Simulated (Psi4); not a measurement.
# triplet InCl at 4 levels

Aim: a comparison of 4 runs (U-revPBE/def2-TZVPPD, U-wB97M-V/def2-TZVPPD, UB2PLYP/def2-TZVPPD, UBLYP/def2-TZVPPD) of triplet InCl. 

Program for the calculation: Psi4 1.11.

2 further runs of the same task are left out: 1 that didn't finish, 1 set aside as unsound or not needed.

## Step 1: The system as given

InCl has 2 atoms, charge 0, and is taken as a triplet. SMILES of the parent species: `[Cl][In]`. The coordinates come from a PBE0-D4/def2-TZVP relaxation. That shape belongs to the parent species and isn't relaxed for this state.

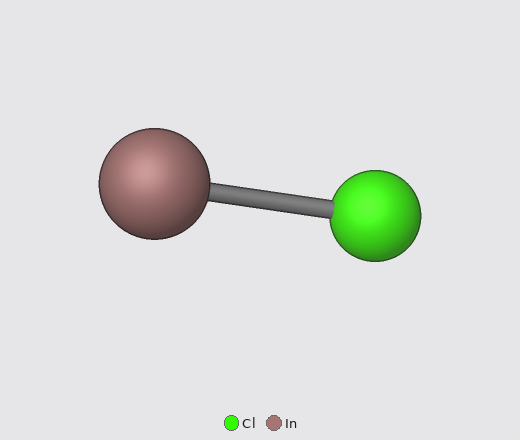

Viewed from a chosen angle; chlorine green, indium brown.

## Step 2: Energy and forces at U-revPBE/def2-TZVPPD (core potential) (run 1)

clin.xyz reads:

```xyz
2
ClIn
Cl     0.000000     0.000000    -0.013930
In     0.000000     0.000000     2.399590
```

clin.py reads:

```python
import psi4

psi4.set_memory(2200000000)
psi4.set_num_threads(1)
psi4.set_output_file('clin.out', False)

with open('clin.xyz') as f:
    atoms = ''.join(f.readlines()[2:])
m = psi4.geometry('0 3\n' + atoms + 'symmetry c1')

psi4.set_options({
    'reference': 'uks',
    'puream': True,
    'e_convergence': 1e-09,
    'd_convergence': 1e-08,
    'scf_type': 'pk',
    'dft_radial_points': 99,
    'dft_spherical_points': 590,
    'maxiter': 100,
})

energy_value, wavefunction = psi4.gradient('revpbe/def2-TZVPPD', return_wfn=True)
psi4.oeprop(wavefunction, 'WIBERG_LOWDIN_INDICES', 'MAYER_INDICES', 'LOWDIN_CHARGES', title='REVPBE')
print('gradient / Eh bohr^-1')
print(energy_value.np.round(6))
print(f'energy = {wavefunction.energy():.10f} Eh')
for k, v in sorted(psi4.core.scalar_variables().items()):
    print(f'{k:45s} {v:18.10f}')
```

The run is started by

```
$ python clin.py
```

clin.out:

```text
[...]
    !!!  WARNING: ECP capability is in beta. Please check occupations closely.  !!!
[...]
  Running in c1 symmetry.
[...]
  Nuclear repulsion =   78.274165620831809
[...]
  Multiplicity = 3
[...]
  Nalpha       = 20
  Nbeta        = 18
[...]
    Number of basis functions: 107
[...]
   @UKS iter   1:  -650.00475710931278   -4.65686e-01   7.07980e-03 DIIS/ADIIS
[...]
   @UKS iter  12:  -650.27534699293983   -1.47793e-12   2.98579e-09 DIIS
[...]
   @S^2 Observed:                2.002873350E+00
[...]
  @UKS Final Energy:  -650.27534699293983
   => Energetics <=
    Nuclear Repulsion Energy =             78.2741656208318091
    One-Electron Energy =               -1126.0206371982658311
    Two-Electron Energy =                 442.3834372445744521
    DFT Exchange-Correlation Energy =     -44.9123126600802607
    Empirical Dispersion Energy =           0.0000000000000000
    VV10 Nonlocal Energy =                  0.0000000000000000
    Total Energy =                       -650.2753469929398307
[...]
  -Total Gradient:
     Atom            X                  Y                   Z
    ------   -----------------  -----------------  -----------------
       1        0.000000002179     0.000000001976    -0.001056793468
       2       -0.000000002179    -0.000000001976     0.001059986409
[...]
```

On the terminal:

```text
gradient / Eh bohr^-1
[[ 0.        0.       -0.001057]
 [-0.       -0.        0.00106 ]]
energy = -650.2753469929 Eh
CURRENT ENERGY                                   -650.2753469929
CURRENT REFERENCE ENERGY                         -650.2753469929
DD SOLVATION ENERGY                                 0.0000000000
DFT FUNCTIONAL TOTAL ENERGY                      -650.2753469929
DFT TOTAL ENERGY                                 -650.2753469929
DFT VV10 ENERGY                                     0.0000000000
DFT XC ENERGY                                     -44.9123126601
GRID ELECTRONS ALPHA                               20.0000001268
GRID ELECTRONS BETA                                18.0000001257
GRID ELECTRONS TOTAL                               38.0000002525
NUCLEAR REPULSION ENERGY                           78.2741656208
ONE-ELECTRON ENERGY                             -1126.0206371983
PCM POLARIZATION ENERGY                             0.0000000000
PE ENERGY                                           0.0000000000
SCF ITERATION ENERGY                             -650.2753469929
SCF ITERATIONS                                     12.0000000000
SCF TOTAL ENERGY                                 -650.2753469929
TWO-ELECTRON ENERGY                               442.3834372446
XC GRID RADIAL POINTS                              99.0000000000
XC GRID SPHERICAL POINTS                          590.0000000000
XC GRID TOTAL POINTS                           112771.0000000000
```

Wall time 15 s (1 thread of Intel Xeon 6975P-C (Granite Rapids), shared host); peak memory 0.74 GiB.

## Step 3: A single-point energy at U-wB97M-V/def2-TZVPPD (core potential) (run 2)

calc.inp reads:

```
memory 2.2 GB

molecule {
  0 3
  Cl     0.000000     0.000000    -0.013930
  In     0.000000     0.000000     2.399590
  symmetry c1
}

set {
  basis                def2-TZVPPD
  reference            uks
  puream               true
  e_convergence        1e-09
  d_convergence        1e-08
  scf_type             pk
  dft_radial_points    99
  dft_spherical_points 590
  maxiter              100
}

energy("wb97m-v")
```

The run is started by

```
$ psi4 calc.inp calc.out -n 1
```

calc.out:

```text
[...]
    !!!  WARNING: ECP capability is in beta. Please check occupations closely.  !!!
[...]
  Running in c1 symmetry.
[...]
  Nuclear repulsion =   78.274165620831809
[...]
  Multiplicity = 3
[...]
  Nalpha       = 20
  Nbeta        = 18
[...]
    Number of basis functions: 107
[...]
   @UKS iter   1:  -650.11639929458067   -8.69785e-01   4.92589e-03 DIIS/ADIIS
[...]
   @UKS iter  13:  -650.22748546263438   -5.00222e-12   2.97855e-09 DIIS
[...]
   @S^2 Observed:                2.006375247E+00
[...]
  @UKS Final Energy:  -650.22748546263438
   => Energetics <=
    Nuclear Repulsion Energy =             78.2741656208318091
    One-Electron Energy =               -1126.0978693599936378
    Two-Electron Energy =                 430.8422001673110913
    DFT Exchange-Correlation Energy =     -33.3984068126561908
    Empirical Dispersion Energy =           0.0000000000000000
    VV10 Nonlocal Energy =                  0.1524249218726172
    Total Energy =                       -650.2274854626342631
[...]
 Multipole Moments:
 ------------------------------------------------------------------------------------
     Multipole            Electronic (a.u.)      Nuclear  (a.u.)        Total (a.u.)
 ------------------------------------------------------------------------------------
 L = 1.  Multiply by 2.5417464519 to convert [e a0] to [Debye]
 Dipole X            :         -0.0000000            0.0000000           -0.0000000
 Dipole Y            :         -0.0000000            0.0000000           -0.0000000
 Dipole Z            :         38.0634628          -37.0969316            0.9665311
 Magnitude           :                                                    0.9665311
[...]
```

It took 25 s on 1 thread of Intel Xeon 6975P-C (Granite Rapids), shared host; peak memory 0.95 GiB.

Run 3 isn't shown in full; the table further down has it.

## Step 4: The energy at UBLYP/def2-TZVPPD (core potential) (run 4)

clin.xyz is that of step 2.

clin.py reads:

```python
import psi4

psi4.set_memory(2200000000)
psi4.set_num_threads(1)
psi4.set_output_file('clin.out', False)

with open('clin.xyz') as f:
    atoms = ''.join(f.readlines()[2:])
mol = psi4.geometry('0 3\n' + atoms + 'symmetry c1')

psi4.set_options({
    'basis': 'def2-TZVPPD',
    'reference': 'uks',
    'puream': True,
    'e_convergence': 1e-09,
    'd_convergence': 1e-08,
    'scf_type': 'pk',
    'dft_radial_points': 99,
    'dft_spherical_points': 590,
    'maxiter': 100,
})

energy_value, wavefunction = psi4.energy("BLYP", return_wfn=True)
psi4.oeprop(wavefunction, "WIBERG_LOWDIN_INDICES", "LOWDIN_CHARGES", "DIPOLE")
print(f'total energy {energy_value:.8f} hartree = {energy_value * 27.211386:.5f} eV')
for k, v in sorted(psi4.core.scalar_variables().items()):
    print(f'{k:45s} {v:18.10f}')
```

The run is started by

```
$ python clin.py
```

clin.out:

```text
[...]
    !!!  WARNING: ECP capability is in beta. Please check occupations closely.  !!!
[...]
  Running in c1 symmetry.
[...]
  Nuclear repulsion =   78.274165620831809
[...]
  Multiplicity = 3
[...]
  Nalpha       = 20
  Nbeta        = 18
[...]
    Number of basis functions: 107
[...]
   @UKS iter   1:  -649.86544229168248   -3.38072e-01   7.36577e-03 DIIS/ADIIS
[...]
   @UKS iter  13:  -650.26277561952054   -2.27374e-12   6.63601e-09 DIIS
[...]
   @S^2 Observed:                2.002001981E+00
[...]
  @UKS Final Energy:  -650.26277561952054
   => Energetics <=
    Nuclear Repulsion Energy =             78.2741656208318091
    One-Electron Energy =               -1125.9379555430436994
    Two-Electron Energy =                 442.2885182166778577
    DFT Exchange-Correlation Energy =     -44.8875039139864640
    Empirical Dispersion Energy =           0.0000000000000000
    VV10 Nonlocal Energy =                  0.0000000000000000
    Total Energy =                       -650.2627756195205393
[...]
 Multipole Moments:
 ------------------------------------------------------------------------------------
     Multipole            Electronic (a.u.)      Nuclear  (a.u.)        Total (a.u.)
 ------------------------------------------------------------------------------------
 L = 1.  Multiply by 2.5417464519 to convert [e a0] to [Debye]
 Dipole X            :          0.0000011            0.0000000            0.0000011
 Dipole Y            :          0.0000007            0.0000000            0.0000007
 Dipole Z            :         37.7987242          -37.0969316            0.7017926
 Magnitude           :                                                    0.7017926
[...]
```

The script printed:

```text
total energy -650.26277562 hartree = -17694.55139 eV
CURRENT ENERGY                                   -650.2627756195
CURRENT REFERENCE ENERGY                         -650.2627756195
DD SOLVATION ENERGY                                 0.0000000000
DFT FUNCTIONAL TOTAL ENERGY                      -650.2627756195
DFT TOTAL ENERGY                                 -650.2627756195
DFT VV10 ENERGY                                     0.0000000000
DFT XC ENERGY                                     -44.8875039140
GRID ELECTRONS ALPHA                               20.0000001283
GRID ELECTRONS BETA                                18.0000001267
GRID ELECTRONS TOTAL                               38.0000002550
NUCLEAR REPULSION ENERGY                           78.2741656208
ONE-ELECTRON ENERGY                             -1125.9379555430
PCM POLARIZATION ENERGY                             0.0000000000
PE ENERGY                                           0.0000000000
SCF ITERATION ENERGY                             -650.2627756195
SCF ITERATIONS                                     13.0000000000
SCF TOTAL ENERGY                                 -650.2627756195
TWO-ELECTRON ENERGY                               442.2885182167
XC GRID RADIAL POINTS                              99.0000000000
XC GRID SPHERICAL POINTS                          590.0000000000
XC GRID TOTAL POINTS                           112771.0000000000
```

Run time: 9 s. Hardware: 1 thread of Intel Xeon 6975P-C (Granite Rapids), shared host; peak memory 0.76 GiB.

## Step 5: All runs side by side

| run | level | task | properties | energy (Eh) | dipole moment (D) | HOMO energy (eV) | ⟨S²⟩ | wall time |
| --- | --- | --- | --- | --- | --- | --- | --- | --- |
| 1 | U-revPBE/def2-TZVPPD (core potential) | gradient | (wiberg, mayer, lowdin) | -650.275347 | 1.97 | -3.24 | 2.003 | 15 s |
| 2 | U-wB97M-V/def2-TZVPPD (core potential) | energy | – | -650.227485 | 2.46 | -5.98 | 2.006 | 25 s |
| 3 | UB2PLYP/def2-TZVPPD (core potential, density fitting for correlation) | energy | – | -649.960673 | – | -4.85 | 2.009 | 11 s |
| 4 | UBLYP/def2-TZVPPD (core potential) | energy | (wiberg, lowdin, dipole) | -650.262776 | 1.78 | -2.99 | 2.002 | 9 s |

## Step 6: Summary of results

```
                                 quantity          value
                      run 4: total energy  -650.26278 Eh
                     run 4: dipole moment         1.78 D
run 4: HOMO energy (highest over α and β)       -2.99 eV
                              run 4: ⟨S²⟩          2.002
```

What this shows: Over runs 1, 2, 4 the dipole moment (its size) runs from 1.78 D (UBLYP/def2-TZVPPD) to 2.46 D (U-wB97M-V/def2-TZVPPD). Totals of different functionals can't be ranked against each other. All runs together took 59 s, the longest 25 s.
